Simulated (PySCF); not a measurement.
## Single-point calculation of AlF3

- system: AlF3
- method: RKS-based PBE0, Al def2-TZVP, F def2-TZVP; non-relativistic Hamiltonian; density fitting (PySCF 2.14.0)

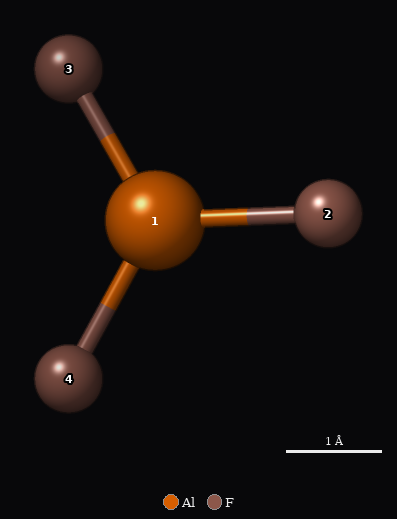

**Figure 1.** The structure as given in the input (ball-and-stick view, seen at a tilt; atoms are numbered from 1 in the order of the input). Sticks mark near contacts. Bond lengths as drawn: Al–F 1.90 Å.

### Summary

- outcome: converged
- SCF energy: −541.844538 hartree
- hardware: 4 threads of Arm Neoverse V1, 24 GiB of memory available, shared host
- wall time: 4.6 s (CPU time 15 s)
- peak memory: 0.43 GiB

### Input
```python
from pyscf import gto, scf, dft
mol = gto.M(atom='''
Al     0.000000     0.000000     0.000000
F      1.900000     0.000000     0.000000
F     -0.950000     1.645400     0.000000
F     -0.950000    -1.645400     0.000000''',
    basis={'Al': 'def2-TZVP', 'F': 'def2-TZVP'},
    charge=0, spin=0)
mf = dft.RKS(mol, xc='PBE0')
mf.grids.atom_grid = (50, 194)
aux = {'Al': 'def2-universal-JKFIT', 'F': 'def2-universal-JKFIT'}
mf = mf.density_fit(auxbasis=aux)
mf.conv_tol = 1e-08
mf.diis_space = 10
mf.max_cycle = 60
mf.init_guess = 'minao'
mf.verbose = 4
mf.kernel()
```

The script is an equivalent of the set-up of the self-consistent field. The run itself was carried out by a driver, which started from the orbitals of the step before it where there was one and computed the further properties.

Launch command:
```bash
OMP_NUM_THREADS=4 python axn.py task.json out
```

### What the program printed
```
init E= -541.499660461995
  HOMO = -0.506224570001347  LUMO = -0.165320477751948  gap/eV = 9.27647
cycle= 1 E= -541.63637489201  delta_E= -0.137  |g|= 1.07  |ddm|= 1.87
  HOMO = -0.266657553751931  LUMO = -0.108751299563775  gap/eV = 4.29685
cycle= 2 E= -540.980353536641  delta_E= 0.656  |g|= 2.31  |ddm|= 1.77
  HOMO = -0.419645059798802  LUMO = -0.135101374702053  gap/eV = 7.74283
cycle= 3 E= -541.844411726094  delta_E= -0.864  |g|= 0.0335  |ddm|= 1.18
  HOMO = -0.417627622841667  LUMO = -0.131318042745313  gap/eV = 7.79088
cycle= 4 E= -541.844483670529  delta_E= -7.19e-05  |g|= 0.0197  |ddm|= 0.0224
  HOMO = -0.419119318548423  LUMO = -0.131323777349934  gap/eV = 7.83132
cycle= 5 E= -541.844535015393  delta_E= -5.13e-05  |g|= 0.00399  |ddm|= 0.00628
  HOMO = -0.4193357494129  LUMO = -0.130970413740684  gap/eV = 7.84682
cycle= 6 E= -541.844537814961  delta_E= -2.8e-06  |g|= 0.000295  |ddm|= 0.00316
  HOMO = -0.419338434931905  LUMO = -0.130991562746651  gap/eV = 7.84632
cycle= 7 E= -541.844537826689  delta_E= -1.17e-08  |g|= 0.000137  |ddm|= 0.000209
  HOMO = -0.419336957869246  LUMO = -0.130990944167984  gap/eV = 7.84629
cycle= 8 E= -541.84453782937  delta_E= -2.68e-09  |g|= 3.75e-05  |ddm|= 6.7e-05
  HOMO = -0.419330980577232  LUMO = -0.130988838477016  gap/eV = 7.84619
Extra cycle  E= -541.844537828917  delta_E= 4.53e-10  |g|= 6.7e-05  |ddm|= 4.48e-05
converged SCF energy = -541.844537828917
```
